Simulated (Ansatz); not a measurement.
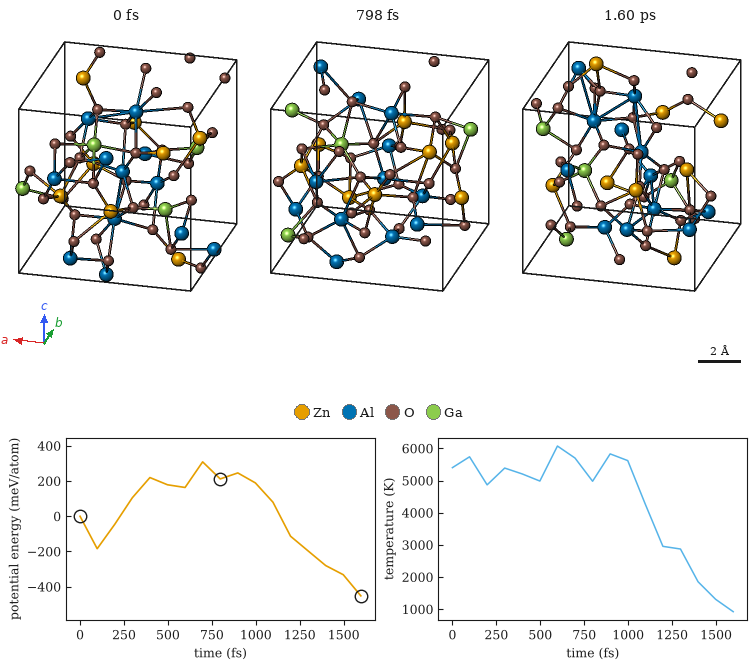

First-principles dynamics of an amorphous cell of composition Zn$_{8}$Al$_{12}$O$_{32}$Ga$_{4}$ (56 atoms in the cell), 1.60 ps long. Frames and the history of the run. A ball-and-stick model of the simulation cell, seen from a free direction. Atoms that leave the cell re-enter on the other side. Bonds to atoms that aren't drawn are left out.

Computed with Ansatz, DFT, PBEsol, PAW, plane waves. Run with plane-wave cutoff 420 eV; k-point mesh 1 × 1 × 1; Fermi-Dirac smearing 0.01 eV; Langevin thermostat (NVT); set temperature 5500 K, then 5500 K at the end of 300 steps, then to 300 K over 350 steps; time step 2.5 fs.

**What do the frames and curves show?**

Under the programmed temperature the kinetic temperature goes from 5570 K (first eighth) to 1115 K (last eighth), with a peak of 6074 K. That is well off the final set point of 300 K. The potential energy in the second half lies on average 71.8 meV per atom below the first frame. In the second half of the run the atoms are, in the root-mean-square, this far from where they began (common drift taken out): Ga 2.38 Å, O 1.67 Å, Al 1.64 Å, Zn 1.51 Å. Against the typical shortest distance between atoms in the first frame, about 1.7 Å these are large excursions, but over 1.60 ps one can't yet tell strong vibration from the start of diffusion. 33 of the 56 free atoms end more than three quarters of that spacing from the start.

Limits of the set-up: the program's low-accuracy preset was used.
